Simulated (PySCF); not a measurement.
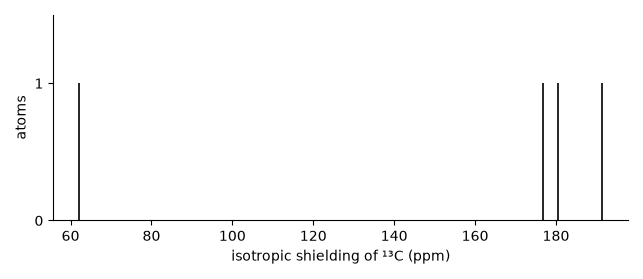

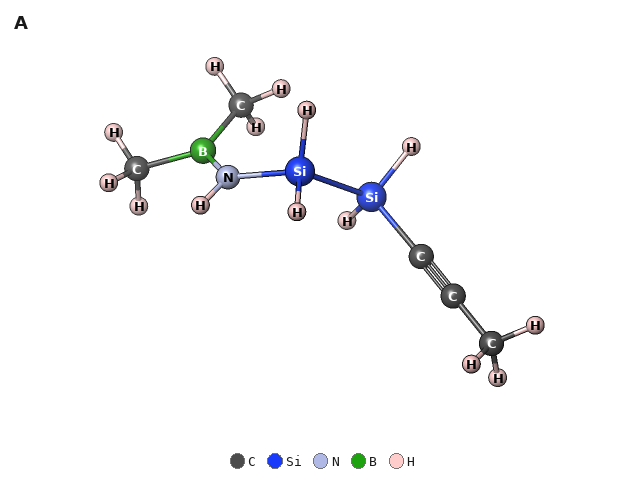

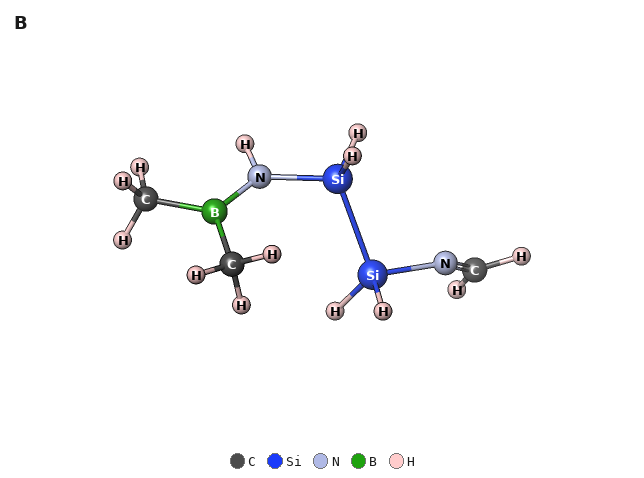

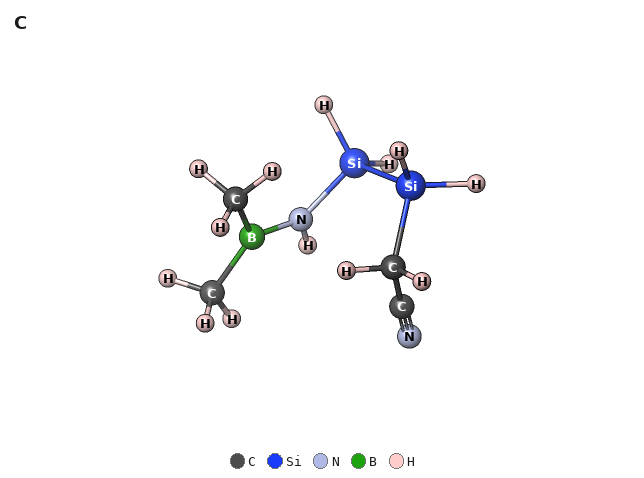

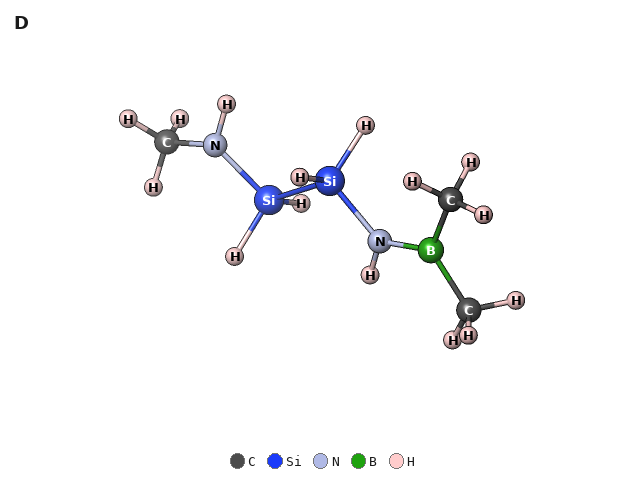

The sticks are computed shieldings of one of the molecules, for one fixed geometry (GFN2-xTB) without averaging over rotations. Low shielding means a high chemical shift. Method: GIAO PBE0/pcSseg-1 NMR shielding, non-relativistic, gas phase (PySCF 2.14.0).

Question: Which molecule gives this pattern?

Answer: C, `CB(C)N[SiH2][SiH2]CC#N`. Its 4 C atoms give lines at 62.2, 176.7, 180.5, 191.4 ppm.

The geometry is semi-empirical. Around B, Si such bond lengths and angles can be off by a tenth of an ångström or more and by several degrees, and values that hang on the shape move with them.
